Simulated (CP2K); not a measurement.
# AM1 run of [S2]2− ([S2]2-)

What is the energy change on altering one bond length of [S2]2− ([S2]2-) at AM1? 

The results are computed with CP2K 2026.2.

6 further runs of the same task are left out: 6 set aside as unsound or not needed.

## (1) The structure to begin with

[S2]2−: 2 atoms, total charge -2, spin state singlet. Geometry: relaxed at GFN2-xTB.

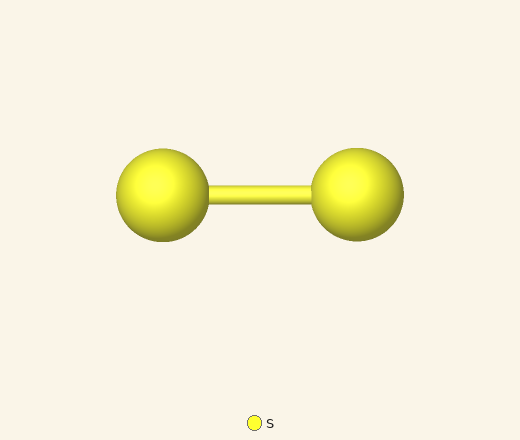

The structure, seen from a chosen angle (sulfur yellow).

## (2) Energy and forces at AM1

Contents of molecule.xyz:

```xyz
2

S      0.701260    -0.595700    -0.444390
S     -0.701260     0.595700     0.444390
```

Contents of molecule.inp:

```
&GLOBAL
   PROJECT molecule
   RUN_TYPE ENERGY_FORCE
   PRINT_LEVEL MEDIUM
&END GLOBAL
&FORCE_EVAL
   METHOD Quickstep
   &DFT
      CHARGE -2
      ! Quickstep
      &QS
         METHOD AM1
         EPS_DEFAULT 1.0E-10
         &SE
            &COULOMB
               CUTOFF [angstrom] 50
               RC_RANGE [angstrom] 0
            &END COULOMB
            &EXCHANGE
               CUTOFF [angstrom] 50
               RC_RANGE [angstrom] 0
            &END EXCHANGE
         &END SE
      &END QS
      ! isolated system
      &POISSON
         PERIODIC NONE
         POISSON_SOLVER ANALYTIC
      &END POISSON
      &SCF
         SCF_GUESS ATOMIC
         EPS_SCF 1.0E-06
         MAX_SCF 100
         ADDED_MOS 4
         &DIAGONALIZATION
            ALGORITHM STANDARD
         &END DIAGONALIZATION
         &MIXING
            METHOD DIRECT_P_MIXING
            ALPHA 0.4
         &END MIXING
      &END SCF
      ! extra output
      &PRINT
         &MOMENTS
            PERIODIC F
            REFERENCE COM
            MAX_MOMENT 1
         &END MOMENTS
         &MO ON
            ENERGIES T
            OCCUPATION_NUMBERS T
            NDIGITS 6
            &EACH
               QS_SCF 0
            &END EACH
            ADD_LAST NUMERIC
         &END MO
         &HIRSHFELD OFF
         &END HIRSHFELD
      &END PRINT
   &END DFT
   ! atoms, cell and kinds
   &SUBSYS
      ! box in angstrom
      &CELL
         ABC 9.4 9.2 8.9
         PERIODIC NONE
      &END CELL
      &TOPOLOGY
         COORD_FILE_NAME molecule.xyz
         COORD_FILE_FORMAT XYZ
         &CENTER_COORDINATES
         &END CENTER_COORDINATES
      &END TOPOLOGY
   &END SUBSYS
   ! extra output
   &PRINT
      &FORCES ON
      &END FORCES
   &END PRINT
&END FORCE_EVAL
```

Command:

```
$ OMP_NUM_THREADS=1 cp2k.psmp molecule.inp > molecule.out
```

The log of the run:

```text
CP2K| version string:                                       CP2K version 2026.2
[...]
 GLOBAL| Method name                                                        CP2K
[...]
 GLOBAL| Run type                                                   ENERGY_FORCE
[...]
 *** WARNING in qs_environment.F:2210 :: More added MOs requested than     ***
 *** available. The full set of unoccupied MOs will be used. Use           ***
 *** 'ADDED_MOS -1' to always use all available MOs and to get rid of this ***
[...]
                             - Atoms:                                          2
[...]
                             - Spherical basis functions:                      8
[...]
 Number of electrons:                                                         14
[...]
     1 P_Mix/Diag. 0.40E+00    0.0     0.43052604       -13.6122288544 -1.36E+01
[...]
    10 DIIS/Diag.  0.16E-07    0.0     0.00000002       -14.1731127655 -2.59E-08
  *** SCF run converged in    10 steps ***
  Core-core repulsion energy [eV]:                            220.90763866097620
  Core Hamiltonian energy [eV]:                              -720.07225498320588
  Two-electron integral energy [eV]:                          226.98920883780593
  Electronic energy [eV]:                                    -606.57765056430287
  Total energy [eV]:                                         -385.67001190332661
  Atomic reference energy [eV]:                               389.22313858672658
  Heat of formation [kcal/mol]:                                81.93705432719820
[...]
 SE_DIPOLE| Moment [Debye]          0.00000000      -0.00000000      -0.00000000
 SE_DIPOLE| Derivative [a.u.]       0.00000000       0.00000000       0.00000000
 ENERGY| Total FORCE_EVAL ( QS ) energy [hartree]            -14.173112765465017
 FORCES| Atomic forces [hartree/bohr]
 FORCES|   Atom     x               y               z               |f|
 FORCES|      1  1.54519871E-02 -1.31260142E-02 -9.79195809E-03   2.25152969E-02
 FORCES|      2 -1.54519871E-02  1.31260142E-02  9.79195809E-03   2.25152969E-02
 FORCES| Sum     0.00000000E+00  0.00000000E+00  0.00000000E+00
 FORCES| Total atomic force                                       0.00000000E+00
[...]
```

Wall time 0.24 s (1 thread of Arm Neoverse V1, shared host).

## (3) The distorted shape at the same level

Contents of molecule.xyz:

```xyz
2

S      0.561030    -0.476579    -0.355526
S     -0.701260     0.595700     0.444390
```

Contents of qs.inp:

```
&GLOBAL
  PROJECT_NAME qs
  RUN_TYPE ENERGY_FORCE
  PRINT_LEVEL MEDIUM
&END GLOBAL
&FORCE_EVAL
  METHOD QS
  &DFT
    CHARGE -2
    MULTIPLICITY 1
    &QS
      METHOD AM1
      EPS_DEFAULT 1.0E-10
      &SE
        &COULOMB
          CUTOFF [angstrom] 50
          RC_RANGE [angstrom] 0
        &END COULOMB
        &EXCHANGE
          CUTOFF [angstrom] 50
          RC_RANGE [angstrom] 0
        &END EXCHANGE
      &END SE
    &END QS
    &POISSON
      PERIODIC NONE
      POISSON_SOLVER ANALYTIC
    &END POISSON
    # SCF settings
    &SCF
      SCF_GUESS ATOMIC
      EPS_SCF 1.0E-06
      MAX_SCF 100
      ADDED_MOS 4
      &DIAGONALIZATION
        ALGORITHM STANDARD
      &END DIAGONALIZATION
      &MIXING
        METHOD DIRECT_P_MIXING
        ALPHA 0.4
      &END MIXING
    &END SCF
    &PRINT
      &MOMENTS
        PERIODIC F
        REFERENCE COM
        MAX_MOMENT 1
      &END MOMENTS
      &MO ON
        ENERGIES T
        OCCUPATION_NUMBERS T
        NDIGITS 6
        &EACH
          QS_SCF 0
        &END EACH
        ADD_LAST NUMERIC
      &END MO
      &HIRSHFELD OFF
      &END HIRSHFELD
    &END PRINT
  &END DFT
  &SUBSYS
    &CELL
      ABC [angstrom] 9.3 9.1 8.8
      PERIODIC NONE
    &END CELL
    &TOPOLOGY
      COORD_FILE_NAME molecule.xyz
      COORD_FILE_FORMAT XYZ
      &CENTER_COORDINATES
      &END CENTER_COORDINATES
    &END TOPOLOGY
  &END SUBSYS
  # extra output
  &PRINT
    &FORCES ON
    &END FORCES
  &END PRINT
&END FORCE_EVAL
```

Command:

```
$ OMP_NUM_THREADS=1 cp2k.psmp -i qs.inp -o qs.out
```

The log of the run:

```text
CP2K| version string:                                       CP2K version 2026.2
[...]
 GLOBAL| Method name                                                        CP2K
[...]
 GLOBAL| Run type                                                   ENERGY_FORCE
[...]
 *** WARNING in qs_environment.F:2210 :: More added MOs requested than     ***
 *** available. The full set of unoccupied MOs will be used. Use           ***
 *** 'ADDED_MOS -1' to always use all available MOs and to get rid of this ***
[...]
                             - Atoms:                                          2
[...]
                             - Spherical basis functions:                      8
[...]
 Number of electrons:                                                         14
[...]
     1 P_Mix/Diag. 0.40E+00    0.0     0.41481378       -13.5849960838 -1.36E+01
[...]
    10 DIIS/Diag.  0.45E-07    0.0     0.00000006       -14.1513452332 -6.58E-08
  *** SCF run converged in    10 steps ***
  Core-core repulsion energy [eV]:                            239.82339431770481
  Core Hamiltonian energy [eV]:                              -720.52419548026683
  Two-electron integral energy [eV]:                          191.24622787112634
  Electronic energy [eV]:                                    -624.90108154470363
  Total energy [eV]:                                         -385.07768722699882
  Atomic reference energy [eV]:                               389.22313858672658
  Heat of formation [kcal/mol]:                                95.59638693989561
[...]
 SE_DIPOLE| Moment [Debye]          0.00000000      -0.00000000      -0.00000000
 SE_DIPOLE| Derivative [a.u.]       0.00000000       0.00000000       0.00000000
 ENERGY| Total FORCE_EVAL ( QS ) energy [hartree]            -14.151345233190664
 FORCES| Atomic forces [hartree/bohr]
 FORCES|   Atom     x               y               z               |f|
 FORCES|      1  7.46698519E-02 -6.34298887E-02 -4.73184524E-02   1.08802452E-01
 FORCES|      2 -7.46698519E-02  6.34298887E-02  4.73184524E-02   1.08802452E-01
 FORCES| Sum     0.00000000E+00  0.00000000E+00  0.00000000E+00
 FORCES| Total atomic force                                       0.00000000E+00
[...]
```

Run time: 0.24 s. Hardware: 1 thread of Arm Neoverse V1, shared host.

## (4) What came out

At AM1:

| quantity | value |
| --- | --- |
| first shape: total energy | -14.17311 Eh |
| first shape: HOMO energy | 3.98 eV |
| first shape: LUMO energy | 11.63 eV |
| first shape: HOMO–LUMO gap | 7.65 eV |
| first shape: heat of formation at this unrelaxed shape | 81.9 kcal/mol |
| first shape: largest force on an atom | 1.158 eV/Å |
| distorted shape: total energy | -14.15135 Eh |
| distorted shape: HOMO energy | 4.61 eV |
| distorted shape: LUMO energy | 11.77 eV |
| distorted shape: HOMO–LUMO gap | 7.17 eV |
| distorted shape: heat of formation at this unrelaxed shape | 95.6 kcal/mol |
| distorted shape: largest force on an atom | 5.595 eV/Å |
| energy change with the S1–S2 bond shortened from 2.044 to 1.839 Å | 0.592 eV |

In words: With the S1–S2 bond shortened from 2.044 to 1.839 Å the energy rises by 0.59 eV (13.7 kcal/mol). The first shape isn't relaxed at this level, so the change isn't measured from a minimum. The largest force (first shape) is 1.16 eV/Å: the shape isn't a stationary point for this species at this level. The HOMO (first shape) lies at positive energy, 3.98 eV: the electron is unbound at this level or held by a compact basis; values depend on the basis. The HOMO (distorted shape) lies at positive energy, 4.61 eV: the electron is unbound at this level or held by a compact basis; values depend on the basis.
